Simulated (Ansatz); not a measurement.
**SiGeH2 (singlet): one geometry, many settings at distance Si1–H3 = 2.015 Å**

Aim: run SiGeH2 (singlet) at one geometry under a spread of methods and options, and see what each costs and gives.

The runs use Ansatz 0.2.0, Gaussian basis; the settings change from run to run.

19 further runs of the same task are left out: 2 for a mislabelled method, 11 that didn't finish, 6 set aside as unsound or not needed.

### 1 The system

The geometry derives from a PBE0/def2-TZVP stationary point (not a proven minimum). One bond is set to the value named and the two fragments are kept rigid. No spin-orbit coupling is included. The filled d shell of Ge may be among the frozen orbitals whatever the setting's name suggests; the logs give the count.

4 atoms, charge 0, spin multiplicity 1.

Atoms are counted from 1 here; the program's logs count them from 0.

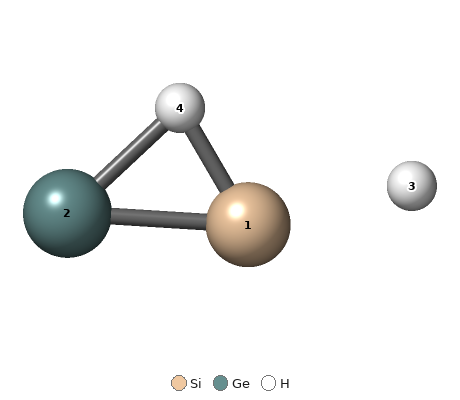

The geometry (silicon light orange, germanium teal, hydrogen white); atoms are numbered from 1 in the order of the file.

As a file:

```xyz
4
charge 0, multiplicity 1
Si    0.0000    0.0759    1.5200
Ge    0.0000   -0.0051   -0.6451
H     0.0000   -0.4396    3.4679
H     0.0000   -1.3048    0.6724
```

### 2 BCCD on RHF/6-31G*

The input, in.yaml:

```yaml
crystal:
  periodic: [false, false, false]
  atoms:
    - {symbol: Si, position_ang: [0.000000, 0.075884, 1.519974]}
    - {symbol: Ge, position_ang: [0.000000, -0.005135, -0.645132]}
    - {symbol: H, position_ang: [0.000000, -0.439583, 3.467926]}
    - {symbol: H, position_ang: [0.000000, -1.304824, 0.672380]}
basis:
  gaussian: {orbitals: "6-31G*"}
magnetization: {spin_polarized: false}
correlation: {method: bccd, electrons: valence, diis_vectors: 1}
scf: {omitted_lower_state_checks: [cluster_reference]}
```

Run with:

```
$ ansatz run in.yaml --threads 1 --pin off --events-out ev --progress --plain --max-ram 2393MiB
```

The log of the run (excerpt; [...] marks lines left out):

```text
Functional definition: HF
  name "HF"
  cite "Fock, Z. Phys. 61, 126 (1930) doi:10.1007/BF01340294"
  parent pbe
[...]
539 factors; integrals over basis functions are off by at most 8.2e-4 eV
[...]
mean field -64355.09048619 eV, -2365.0059539203 hartree, gradient 5.1e-6 eV, S^2 0.000000; 0 other end points of the search recorded, 0 dependent functions left out; unrestricted orbitals would lower it
14 core orbitals not correlated: weight in the atoms' cores, before any rotation towards them, 1.000 or more for the frozen orbitals, at most 0.000 for the correlated occupied ones
reference -64355.09048619 eV, -2365.0059539203 hartree; 10, 10 occupied and 34, 34 virtual orbitals, 539 factors
second order -9.50056982 eV of doubles, -0.00000000 eV of singles
cycle   1  -9.41115649 eV  change    8.9e-2 eV  update   1.1e-1
[...]
cycle  20  -9.93325991 eV  change   -7.2e-6 eV  update   1.5e-5
Total energy: -64365.02374609 eV, -2365.3709944888 hartree
Checks for a lower state left out: cluster_reference
```

It took 1.5 s on 1 thread of Arm Neoverse V1, shared host.

From the report: correlation -9.9333 eV; largest double amplitude 0.14.

### 3 CCSD(T)/cc-pVDZ

in.yaml: that of step 2 with these lines changed.

```diff
@@ -8,5 +8,6 @@
 basis:
-  gaussian: {orbitals: "6-31G*"}
+  gaussian: {orbitals: cc-pVDZ}
 magnetization: {spin_polarized: false}
-correlation: {method: bccd, electrons: valence, diis_vectors: 1}
-scf: {omitted_lower_state_checks: [cluster_reference]}
+hamiltonian: {xc: {name: r2SCAN}}
+correlation: {method: ccsd_t, electrons: all, diis_vectors: 4}
+accuracy: high
```

The command is unchanged.

The log of the run (excerpt; [...] marks lines left out):

```text
Functional definition: r2SCAN
  name "r2SCAN"
  cite "Furness, Kaplan, Ning, Perdew & Sun, J. Phys. Chem. Lett. 11, 8208 (2020) doi:10.1021/acs.jpclett.0c02405"
  cite "Furness, Kaplan, Ning, Perdew & Sun, J. Phys. Chem. Lett. 11, 9248 (2020) doi:10.1021/acs.jpclett.0c03077"
  parent r2scan
[...]
1137 factors; integrals over basis functions are off by at most 4.7e-9 eV
[...]
mean field -64423.19069884 eV, -2367.5085905754 hartree, gradient 1.5e-8 eV, S^2 0.000000; 0 other end points of the search recorded, 0 dependent functions left out
reference -64362.06571081 eV, -2365.2622886973 hartree; 24, 24 occupied and 31, 31 virtual orbitals, 1137 factors
second order -6.79667665 eV of doubles, -0.51103714 eV of singles
cycle   1  -7.16110056 eV  change    1.3e-1 eV  update   1.0e-1
[...]
cycle  25  -7.58793483 eV  change   1.4e-10 eV  update   1.5e-9
perturbative correction -0.46172743 eV, -0.0169681699 hartree
Total energy: -64370.11537307 eV, -2365.5581083289 hartree
```

Run time: 17 s. Hardware: 1 thread of Arm Neoverse V1, shared host.

From the report: correlation -8.0497 eV; T1 0.009; largest double amplitude 0.14. The orbitals are Kohn-Sham ones, so correlation energy and T1 don't compare with those on Hartree-Fock orbitals.

### 4 BCCD on UHF/cc-pVDZ

in.yaml: that of step 3 with these lines changed.

```diff
@@ -9,5 +9,4 @@
   gaussian: {orbitals: cc-pVDZ}
-magnetization: {spin_polarized: false}
-hamiltonian: {xc: {name: r2SCAN}}
-correlation: {method: ccsd_t, electrons: all, diis_vectors: 4}
-accuracy: high
+magnetization: {spin_polarized: true, initial_magnetization: 0}
+correlation: {method: bccd, electrons: outside_noble_gas}
+output: {forces: true}
```

Launched as before.

The log of the run (excerpt; [...] marks lines left out):

```text
Functional definition: HF
  name "HF"
  cite "Fock, Z. Phys. 61, 126 (1930) doi:10.1007/BF01340294"
  parent pbe
[...]
600 factors; integrals over basis functions are off by at most 1.3e-3 eV
[...]
mean field -64362.84107931 eV, -2365.2907829639 hartree, gradient 4.6e-6 eV, S^2 0.666455; 17 other end points of the search recorded, 0 dependent functions left out
determinant -64362.84107931 eV, -2365.2907829639 hartree, with singles and doubles -64368.77432983 eV, -2365.5088258989 hartree
determinant -64362.79357843 eV, -2365.2890373389 hartree, with singles and doubles -64368.79078167 eV, -2365.5094304931 hartree
determinant -64361.80753150 eV, -2365.2528007824 hartree, with singles and doubles -64366.96121150 eV, -2365.4421950293 hartree
determinant -64360.56234330 eV, -2365.2070409603 hartree, with singles and doubles -64366.07208085 eV, -2365.4095200805 hartree
[...]
19 core orbitals not correlated: weight in the atoms' cores, before any rotation towards them, 1.000 or more for the frozen orbitals, at most 0.000 for the correlated occupied ones
reference -64362.79357843 eV, -2365.2890373389 hartree; 5, 5 occupied and 31, 31 virtual orbitals, 600 factors
second order -4.66707439 eV of doubles, -0.00000000 eV of singles
cycle   1  -6.02281111 eV  change   -1.7e-2 eV  update   5.2e-2
[...]
cycle  22  -6.01151345 eV  change   -1.7e-7 eV  update   1.2e-7
[...]
Total energy: -64368.80509188 eV, -2365.5099563834 hartree
Atom 0 at     0.000000     0.075884     1.519974 Å, force    -0.000000    -0.534636     3.799180 eV/Å
Atom 1 at     0.000000    -0.005135    -0.645132 Å, force     0.000000    -0.047181    -0.891600 eV/Å
Atom 2 at     0.000000    -0.439583     3.467926 Å, force    -0.000000     0.718158    -2.854819 eV/Å
Atom 3 at     0.000000    -1.304824     0.672380 Å, force    -0.000000    -0.136341    -0.052760 eV/Å
Dipole moment:    -0.000000     0.033835    -0.091799 e Å
```

It took 29 s on 1 thread of Arm Neoverse V1, shared host.

From the report: ⟨S²⟩ of the determinant 0.498 (pure singlet: 0.00); correlation -6.0115 eV; largest double amplitude 0.14.

### 5 CCSD on UHF/cc-pVDZ

in.yaml: that of step 4 with these lines changed.

```diff
@@ -10,3 +10,3 @@
 magnetization: {spin_polarized: true, initial_magnetization: 0}
-correlation: {method: bccd, electrons: outside_noble_gas}
-output: {forces: true}
+correlation: {method: ccsd, electrons: outside_noble_gas}
+scf: {lower_state_search: light}
```

Same command.

The log of the run (excerpt; [...] marks lines left out):

```text
Functional definition: HF
  name "HF"
  cite "Fock, Z. Phys. 61, 126 (1930) doi:10.1007/BF01340294"
  parent pbe
[...]
600 factors; integrals over basis functions are off by at most 1.3e-3 eV
[...]
mean field -64362.84107931 eV, -2365.2907829639 hartree, gradient 4.6e-6 eV, S^2 0.666455; 17 other end points of the search recorded, 0 dependent functions left out
determinant -64362.84107931 eV, -2365.2907829639 hartree, with singles and doubles -64368.77432983 eV, -2365.5088258989 hartree
determinant -64362.79357843 eV, -2365.2890373389 hartree, with singles and doubles -64368.79078167 eV, -2365.5094304931 hartree
determinant -64361.80753150 eV, -2365.2528007824 hartree, with singles and doubles -64366.96121150 eV, -2365.4421950293 hartree
determinant -64360.56234330 eV, -2365.2070409603 hartree, with singles and doubles -64366.07208085 eV, -2365.4095200805 hartree
determinant -64359.39669252 eV, -2365.1642040841 hartree, with singles and doubles -64365.87435182 eV, -2365.4022536728 hartree
determinant -64362.84107931 eV, -2365.2907829639 hartree, with singles and doubles -64368.78985922 eV, -2365.5093965935 hartree
determinant -64362.79357843 eV, -2365.2890373389 hartree, with singles and doubles -64368.79942164 eV, -2365.5097480060 hartree
19 core orbitals not correlated: weight in the atoms' cores, before any rotation towards them, 1.000 or more for the frozen orbitals, at most 0.000 for the correlated occupied ones
reference -64362.79357843 eV, -2365.2890373389 hartree; 5, 5 occupied and 31, 31 virtual orbitals, 600 factors
second order -4.66707439 eV of doubles, -0.00000000 eV of singles
cycle   1  -6.00584118 eV  change    2.0e-6 eV  update   2.8e-6
Total energy: -64368.79941961 eV, -2365.5097479314 hartree
```

Run time: 25 s. Hardware: 1 thread of Arm Neoverse V1, shared host.

From the report: ⟨S²⟩ of the determinant 0.498 (pure singlet: 0.00); correlation -6.0058 eV; T1 0.086; largest double amplitude 0.16.

### 6 BCCD(T) on UHF/cc-pVDZ

in.yaml: that of step 5 with these lines changed.

```diff
@@ -8,5 +8,5 @@
 basis:
-  gaussian: {orbitals: cc-pVDZ}
+  gaussian: {orbitals: cc-pVDZ, fitting: {mean_field: def2-universal-jkfit}}
 magnetization: {spin_polarized: true, initial_magnetization: 0}
-correlation: {method: ccsd, electrons: outside_noble_gas}
-scf: {lower_state_search: light}
+correlation: {method: bccd_t, electrons: outside_noble_gas}
+accuracy: high
```

Launched as before.

The log of the run (excerpt; [...] marks lines left out):

```text
Functional definition: HF
  name "HF"
  cite "Fock, Z. Phys. 61, 126 (1930) doi:10.1007/BF01340294"
  parent pbe
[...]
430 factors; integrals over basis functions are off by at most 5.2e-1 eV
[...]
mean field -64362.84009937 eV, -2365.2907469519 hartree, gradient 2.8e-8 eV, S^2 0.666051; 17 other end points of the search recorded, 0 dependent functions left out
determinant -64362.84009937 eV, -2365.2907469519 hartree, with singles and doubles -64368.77220187 eV, -2365.5087476980 hartree
determinant -64362.79260574 eV, -2365.2890015934 hartree, with singles and doubles -64368.78866595 eV, -2365.5093527415 hartree
determinant -64361.80626996 eV, -2365.2527544220 hartree, with singles and doubles -64366.95913247 eV, -2365.4421186265 hartree
determinant -64360.56126454 eV, -2365.2070013167 hartree, with singles and doubles -64366.06992378 eV, -2365.4094408099 hartree
determinant -64359.39546498 eV, -2365.1641589728 hartree, with singles and doubles -64365.87259145 eV, -2365.4021889802 hartree
determinant -64362.84009937 eV, -2365.2907469519 hartree, with singles and doubles -64368.78769056 eV, -2365.5093168966 hartree
determinant -64362.79260574 eV, -2365.2890015934 hartree, with singles and doubles -64368.79729652 eV, -2365.5096699094 hartree
19 core orbitals not correlated: weight in the atoms' cores, before any rotation towards them, 1.000 or more for the frozen orbitals, at most 0.000 for the correlated occupied ones
reference -64362.79260574 eV, -2365.2890015934 hartree; 5, 5 occupied and 31, 31 virtual orbitals, 430 factors
second order -4.66258089 eV of doubles, -0.00000000 eV of singles
cycle   1  -6.02165946 eV  change   -1.7e-2 eV  update   5.2e-2
[...]
cycle  31  -6.01028103 eV  change  -3.0e-10 eV  update  6.4e-10
perturbative correction -0.37540780 eV, -0.0137959822 hartree
Total energy: -64369.17829457 eV, -2365.5236713294 hartree
```

It took 24 s on 1 thread of Arm Neoverse V1, shared host.

From the report: ⟨S²⟩ of the determinant 0.497 (pure singlet: 0.00); correlation -6.3857 eV; largest double amplitude 0.14.

### 7 MP2 on RHF/cc-pVDZ

The input, in.yaml:

```yaml
crystal:
  periodic: [false, false, false]
  atoms:
    - {symbol: Si, position_ang: [0.000000, 0.075884, 1.519974]}
    - {symbol: Ge, position_ang: [0.000000, -0.005135, -0.645132]}
    - {symbol: H, position_ang: [0.000000, -0.439583, 3.467926]}
    - {symbol: H, position_ang: [0.000000, -1.304824, 0.672380]}
basis:
  gaussian: {orbitals: cc-pVDZ, point_charges: [{charge: -1.00, position_ang: [4.010, -0.073, -0.700]}]}
magnetization: {spin_polarized: false}
hamiltonian: {pseudopotentials: {relativity: none}}
correlation: {method: mp2, electrons: all}
output: {forces: true}
```

Same command.

The log of the run (excerpt; [...] marks lines left out):

```text
Functional definition: HF
  name "HF"
  cite "Fock, Z. Phys. 61, 126 (1930) doi:10.1007/BF01340294"
  parent pbe
[...]
600 factors; integrals over basis functions are off by at most 1.3e-3 eV
[...]
mean field -64362.72697937 eV, -2365.2865898687 hartree, gradient 2.4e-6 eV, S^2 0.000000; 0 other end points of the search recorded, 0 dependent functions left out; unrestricted orbitals would lower it
reference -64362.72697937 eV, -2365.2865898687 hartree; 24, 24 occupied and 31, 31 virtual orbitals, 600 factors
second order -6.14763903 eV of doubles, -0.00000000 eV of singles
[...]
Total energy: -64368.87461841 eV, -2365.5125114362 hartree
Atom 0 at     0.000000     0.075884     1.519974 Å, force    -0.206117    -0.604448     3.788514 eV/Å
Atom 1 at     0.000000    -0.005135    -0.645132 Å, force     0.232712    -0.148425    -0.567284 eV/Å
Atom 2 at     0.000000    -0.439583     3.467926 Å, force     0.043508     0.759549    -2.999705 eV/Å
Atom 3 at     0.000000    -1.304824     0.672380 Å, force     0.001683     0.001532    -0.156397 eV/Å
Dipole moment:     0.291439     0.041565    -0.362571 e Å
```

It took 1.6 s on 1 thread of Arm Neoverse V1, shared host.

### 8 NEVPT2(8,5)/STO-3G

The input, in.yaml:

```yaml
crystal:
  periodic: [false, false, false]
  atoms:
    - {symbol: Si, position_ang: [0.000000, 0.075884, 1.519974]}
    - {symbol: Ge, position_ang: [0.000000, -0.005135, -0.645132]}
    - {symbol: H, position_ang: [0.000000, -0.439583, 3.467926]}
    - {symbol: H, position_ang: [0.000000, -1.304824, 0.672380]}
basis:
  gaussian: {orbitals: STO-3G}
hamiltonian: {pseudopotentials: {relativity: none}}
correlation: {method: sc_nevpt2, electrons: all, active_space: {window: {electrons: 8, orbitals: 5}, states: [{multiplicity: 1, weights: [1, 0.5, 1, 0.5]}, {multiplicity: 3, weights: [1]}], root: 0}}
```

Same command.

The log of the run (excerpt; [...] marks lines left out):

```text
Functional definition: HF
  name "HF"
  cite "Fock, Z. Phys. 61, 126 (1930) doi:10.1007/BF01340294"
  parent pbe
[...]
405 factors; integrals over basis functions are off by at most 3.6e-8 eV
[...]
mean field -63626.80296969 eV, -2338.2418813400 hartree, gradient 2.7e-6 eV, S^2 0.000000; 0 other end points of the search recorded, 0 dependent functions left out; unrestricted orbitals would lower it
reference -63626.80296969 eV, -2338.2418813400 hartree; 24, 24 occupied and 5, 5 virtual orbitals, 405 factors
state -63627.88334589 eV, -2338.2815844331 hartree
state -63626.11391034 eV, -2338.2165588761 hartree
state -63621.28174240 eV, -2338.0389799796 hartree
state -63620.22812828 eV, -2338.0002603750 hartree
state -63627.88334589 eV, -2338.2815844331 hartree; corrected -63630.53833468 eV, -2338.3791534716 hartree
state -63626.11391034 eV, -2338.2165588761 hartree; corrected -63627.86189465 eV, -2338.2807961144 hartree
state -63621.28174240 eV, -2338.0389799796 hartree; corrected -63624.42910336 eV, -2338.1546433616 hartree
state -63620.22812828 eV, -2338.0002603750 hartree; corrected -63624.08428685 eV, -2338.1419715884 hartree
state -63626.40533273 eV, -2338.2272684512 hartree
state -63626.40533273 eV, -2338.2272684512 hartree; corrected -63628.17559561 eV, -2338.2923244123 hartree
Total energy: -63630.53833468 eV, -2338.3791534716 hartree
```

It took 0.57 s on 1 thread of Arm Neoverse V1, shared host.

From the report: 17 determinants; active occupations (of the averaged states) 1.93, 1.86, 1.75, 1.62, 0.83.

### 9 CASSCF(2,8)/cc-pVDZ

The input, in.yaml:

```yaml
crystal:
  periodic: [false, false, false]
  atoms:
    - {symbol: Si, position_ang: [0.000000, 0.075884, 1.519974]}
    - {symbol: Ge, position_ang: [0.000000, -0.005135, -0.645132]}
    - {symbol: H, position_ang: [0.000000, -0.439583, 3.467926]}
    - {symbol: H, position_ang: [0.000000, -1.304824, 0.672380]}
basis:
  gaussian: {orbitals: cc-pVDZ}
correlation: {active_space: {window: {electrons: 2, orbitals: 8}, states: [{multiplicity: 1, weights: [1, 1]}], root: 1}}
```

The command is unchanged.

The log of the run:

```text
Functional definition: HF
  name "HF"
  cite "Fock, Z. Phys. 61, 126 (1930) doi:10.1007/BF01340294"
  parent pbe
  exchange = exact_x
  correlation = 0
1083 factors; integrals over basis functions are off by at most 1.8e-7 eV
mean field evaluation 1: about -64362.1855 eV, gradient 7.9e0 eV
mean field evaluation 2: about -64362.2041 eV, gradient 7.9e0 eV
mean field evaluation 4: about -64362.6801 eV, gradient 1.9e0 eV
mean field evaluation 8: about -64362.7048 eV, gradient 1.0e-1 eV
mean field -64362.70495416 eV, -2365.2857804572 hartree, gradient 3.5e-6 eV, S^2 0.000000; 0 other end points of the search recorded, 0 dependent functions left out
reference -64362.70495416 eV, -2365.2857804572 hartree; 24, 24 occupied and 31, 31 virtual orbitals, 1083 factors
state -64363.29653574 eV, -2365.3075206791 hartree
state -64361.08216471 eV, -2365.2261440448 hartree
Total energy: -64361.08216471 eV, -2365.2261440448 hartree
```

It took 11 s on 1 thread of Arm Neoverse V1, shared host.

From the report: 64 determinants; active occupations (of the averaged states) 1.43, 0.49, 0.06, 0.01, 0.00, 0.00, 0.00, 0.00.

### 10 CCSDT(Q)/B/cc-pVDZ

in.yaml: that of step 9 with these lines changed.

```diff
@@ -9,2 +9,5 @@
   gaussian: {orbitals: cc-pVDZ}
-correlation: {active_space: {window: {electrons: 2, orbitals: 8}, states: [{multiplicity: 1, weights: [1, 1]}], root: 1}}
+magnetization: {spin_polarized: false}
+hamiltonian: {xc: {name: PBE0}}
+correlation: {method: ccsdt_q_b, electrons: outside_noble_gas}
+accuracy: high
```

The command is unchanged.

The log of the run (excerpt; [...] marks lines left out):

```text
Functional definition: PBE0
  name "PBE0"
  cite "Adamo & Barone, J. Chem. Phys. 110, 6158 (1999) doi:10.1063/1.478522"
  cite "Perdew, Burke & Ernzerhof, Phys. Rev. Lett. 77, 3865 (1996) doi:10.1103/PhysRevLett.77.3865"
  parent pbe
[...]
1137 factors; integrals over basis functions are off by at most 4.7e-9 eV
[...]
mean field -64413.75497178 eV, -2367.1618340018 hartree, gradient 7.1e-9 eV, S^2 0.000000; 0 other end points of the search recorded, 0 dependent functions left out
19 core orbitals not correlated: weight in the atoms' cores, before any rotation towards them, 0.999 or more for the frozen orbitals, at most 0.000 for the correlated occupied ones
reference -64362.26285160 eV, -2365.2695334877 hartree; 5, 5 occupied and 31, 31 virtual orbitals, 1137 factors
second order -5.59498665 eV of doubles, -0.20137822 eV of singles
cycle   1  -6.00678318 eV  change   -2.2e-1 eV  update   1.2e-1
[...]
cycle  26  -6.78177068 eV  change  -1.1e-10 eV  update  6.9e-10
perturbative correction -0.03841774 eV, -0.0014118260 hartree
Total energy: -64369.08304003 eV, -2365.5201707894 hartree
```

Wall time 14 s (1 thread of Arm Neoverse V1, shared host); peak memory 0.26 GiB.

From the report: correlation -6.8202 eV; T1 0.011; largest double amplitude 0.16. The orbitals are Kohn-Sham ones, so correlation energy and T1 don't compare with those on Hartree-Fock orbitals.

### 11 The runs in one table

Where basis and cores are those of an earlier RCCSDT(Q)/cc-pVDZ run (-64369.2531 eV), and the state is the same kind, the miss against it is given.

```csv
level,correlated,functions,energy (eV),from RCCSDT(Q) (meV),time
BCCD on RHF/6-31G*,valence,58,-64365.0237,,1.5 s
CCSD(T)/cc-pVDZ (on r2SCAN orbitals),all,55,-64370.1154,,17 s
BCCD on UHF/cc-pVDZ,outside noble gas,55,-64368.8051,448.0,29 s
CCSD on UHF/cc-pVDZ,outside noble gas,55,-64368.7994,453.7,25 s
BCCD(T) on UHF/cc-pVDZ,outside noble gas,55,-64369.1783,74.8,24 s
MP2 on RHF/cc-pVDZ (beside a point charge),all,55,-64368.8746,,1.6 s
"NEVPT2(8,5)/STO-3G (lowest root of an average)",all,29,-63630.5383,,0.57 s
"CASSCF(2,8)/cc-pVDZ (excited root 1 of an average)",,55,-64361.0822,,11 s
CCSDT(Q)/B/cc-pVDZ (on PBE0 orbitals),outside noble gas,55,-64369.0830,170.1,14 s
```

### 12 Results

| quantity | value |
| --- | --- |
| runs | 9 |
| quickest | NEVPT2(8,5)/STO-3G (lowest root of an average), 0.57 s |
| slowest | BCCD on UHF/cc-pVDZ, 29 s |

In words: Total energies in different bases, with other cores or another treatment of relativity can't be set against each other. BCCD on UHF/cc-pVDZ took 50 times as long as NEVPT2(8,5)/STO-3G (lowest root of an average); the jobs differ in more than the method. Among the correlated runs with a miss given, it spans +75 to +454 meV. Cores frozen from Kohn-Sham orbitals shift the total energy.
